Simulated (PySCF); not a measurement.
# M06-2X/STO-3G run of H2O2 (hydrogen peroxide)

What is the energy change on altering one bond length of H2O2 (hydrogen peroxide) at M06-2X/STO-3G? 

Program for the calculation: PySCF 2.14.0.

9 further runs of the same task are left out: 9 set aside as unsound or not needed.

## (1) Starting point

H2O2: 4 atoms, total charge 0, spin state singlet. As SMILES, `OO`. The coordinates come from a PBE0-D4/def2-TZVP relaxation.

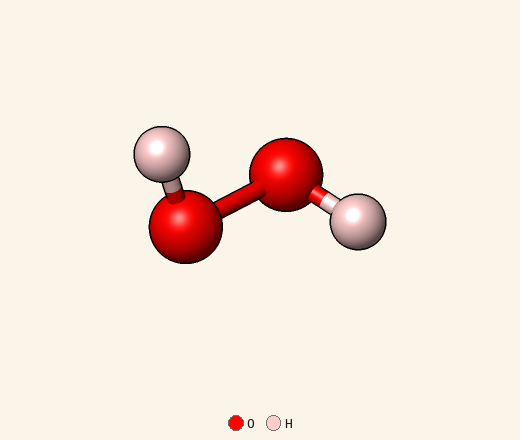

The structure, seen from a chosen angle (oxygen red, hydrogen pink).

## (2) A single-point energy at M06-2X/STO-3G

File calc.py:

```python
from pyscf import gto, dft

mol = gto.M(
    atom=[
    ('O', (-0.486800, -0.581100, 0.030600)),
    ('O', (0.048300, 0.728400, 0.206900)),
    ('H', (0.186400, -1.117000, 0.467400)),
    ('H', (0.252100, 0.969800, -0.704900)),
],
    basis='sto-3g',
    max_memory=1860,
    verbose=3,
    spin=0,
    charge=0,
)

mf = dft.RKS(mol)
mf.xc = 'm06-2x'
mf.conv_tol = 1e-10
mf.grids.level = 5
mf.kernel()
if not mf.converged:
    mf = mf.newton().run(mf.mo_coeff, mf.mo_occ)

e_tot = mf.e_tot
print('E = %.10f Eh' % e_tot)
```

Launch:

```sh
OMP_NUM_THREADS=1 python calc.py
```

Standard output:

```text
converged SCF energy = -149.4427905837
E = -149.4427905837 Eh
```

Run time: 2 s. Hardware: 1 thread of Arm Neoverse V1, shared host; peak memory 0.17 GiB.

## (3) The distorted shape at the same level

File start.xyz:

```xyz
4

O     -0.621459    -0.473905    -0.056772
O     -0.086359     0.835595     0.119528
H      0.186400    -1.117000     0.467400
H      0.117441     1.076995    -0.792272
```

File job.py:

```python
from pyscf import gto, dft

mol = gto.M(
    atom='start.xyz',
    spin=0,
    verbose=3,
    max_memory=1860,
    basis='sto-3g',
)

mf = dft.RKS(mol, xc='m06-2x')
mf.conv_tol = 1e-10
mf.grids.level = 5
mf.kernel()
if not mf.converged:
    mf = mf.newton().run(mf.mo_coeff, mf.mo_occ)

e_final = mf.e_tot
print('Final energy', e_final)
```

Launch:

```sh
OMP_NUM_THREADS=1 python job.py
```

Standard output:

```text
converged SCF energy = -149.435394305027
Final energy -149.4353943050273
```

Wall time 2.1 s (1 thread of Arm Neoverse V1, shared host); peak memory 0.17 GiB.

## (4) Results

Level: M06-2X/STO-3G.

| quantity | value |
| --- | --- |
| first shape: total energy | -149.44279 Eh |
| first shape: dipole moment | 1.54 D |
| first shape: HOMO energy | -5.94 eV |
| first shape: LUMO energy | 8.26 eV |
| first shape: HOMO–LUMO gap | 14.20 eV |
| distorted shape: total energy | -149.43539 Eh |
| distorted shape: dipole moment | 1.45 D |
| distorted shape: HOMO energy | -5.90 eV |
| distorted shape: LUMO energy | 7.54 eV |
| distorted shape: HOMO–LUMO gap | 13.44 eV |
| energy change with the O1–H3 bond stretched from 0.965 to 1.158 Å | 0.201 eV |

In words: With the O1–H3 bond stretched from 0.965 to 1.158 Å the energy rises by 0.20 eV (19.4 kJ/mol). The first shape isn't relaxed at this level, so the change isn't measured from a minimum. The minimal basis adds a large error of its own. Mulliken charges (first shape) run from -0.20 on O1 to +0.20 on H3; they depend strongly on the basis.
